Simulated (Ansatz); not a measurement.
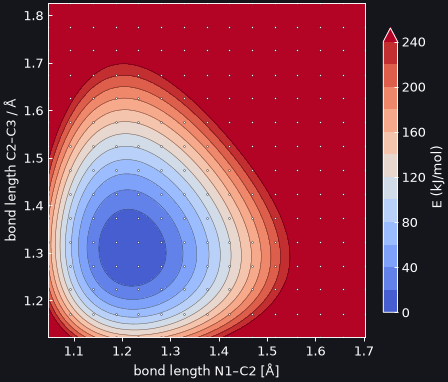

C2H2BrN, SMILES N=C=CBr. The first coordinate is: bond length N1–C2; the second: bond length C2–C3. Nothing is relaxed (all other coordinates rigid). Grid: 15 × 15 points. Energies: kJ/mol, counted from the relaxed molecule at the same level. These are results of RKS PBE0-D4/def2-TZVP (Ansatz), not measurements.

Drawn: filled contours, dots at the grid points, one colour for all values above the top of the scale. Between grid points the surface is interpolated.

Where is the minimum, and how stiff is the well along each coordinate?

Answer. The interpolated minimum is at bond length N1–C2 ≈ 1.217 Å, bond length C2–C3 ≈ 1.304 Å. The curvatures there are about 87 eV/Å² and 64 eV/Å², with a cross term of about 4 eV/Å². Round the minimum the two coordinates are weakly coupled (coupling 0.05 in units of the two stiffnesses). (1 eV is 96.5 kJ/mol.)
